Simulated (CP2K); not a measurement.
Consider borylacetaldehyde at its PBE geometry (Å).

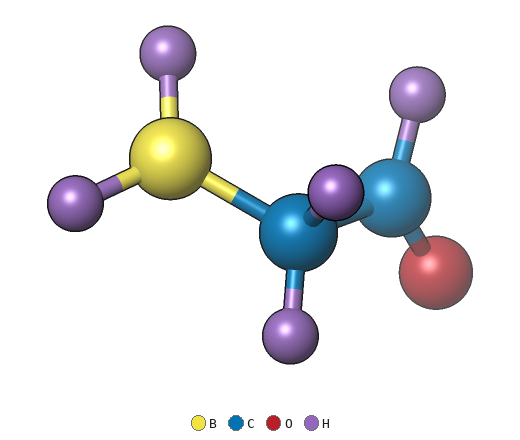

The molecule (boron yellow, carbon blue, oxygen red, hydrogen purple).

```xyz
9

B     1.1694    0.2400    0.5464
C     0.0459   -0.5078   -0.2349
C    -1.2764    0.2087   -0.2390
O    -2.3157   -0.2580    0.1982
H     1.1485    1.4358    0.6291
H     2.0829   -0.3693    1.0206
H     0.4610   -0.4247   -1.2670
H    -0.0676   -1.5745   -0.0048
H    -1.2479    1.2498   -0.6486
```

Method: CP2K XAS_TDP, all-electron GAPW, PBEh(45%), aug-cc-pVDZ, TDA, GW2X-corrected core level, no relativity.

Where do the O K-edge lines lie, and how strong are they?

Leading lines: O4 531.48 eV. The leading line of an atom is its first one with 35 % of the strongest within 2.5 eV of its lowest line over the strength cut. Core ionisation energies at this level: O4 538.07 eV.

The first six lines of each atom with a strength over 0.0015:

| atom | energy (eV) | states | strength, one atom | above the computed threshold |
| --- | --- | --- | --- | --- |
| O4 (bonded to C) | 531.48 | 1 | 0.0452 |  |
|  | 537.98 | 1 | 0.0027 |  |
|  | 538.16 | 1 | 0.0016 | yes |
|  | 539.56 | 1 | 0.0032 | yes |
|  | 539.86 | 1 | 0.0024 | yes |
|  | 540.33 | 1 | 0.0075 | yes |

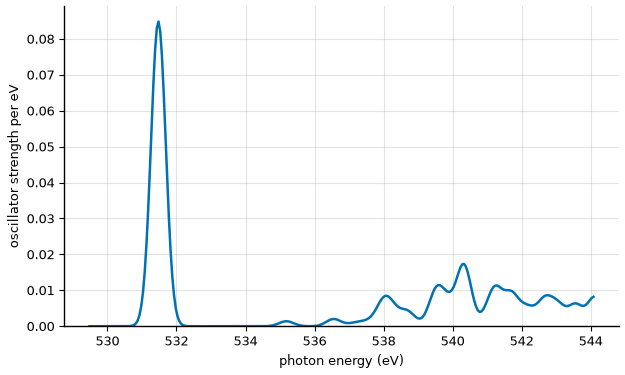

All atoms added, broadened by 0.5 eV.

Lines are vertical, at one geometry, with no vibrational structure. GW2X ionisation energies and lines can be off by 1 to 2 eV either way, and a good line position may hide errors that cancel. These values hold no scalar relativity, about 0.4 eV for O 1s. Rydberg lines, and the discretised continuum above threshold, depend on the basis and the box.

[Banner, clock and machine lines of the logs are left out without a mark of their own.]

[Logs are printed without paths, hosts, clocks, repeated set-up lines and the standing remarks that a program may print on its own settings, such as how far it seeks lower states.]

[Hosts, paths, dates, database ids (printed as entryN), source tags and the programs' standing remarks are cut or masked in the printed files.]
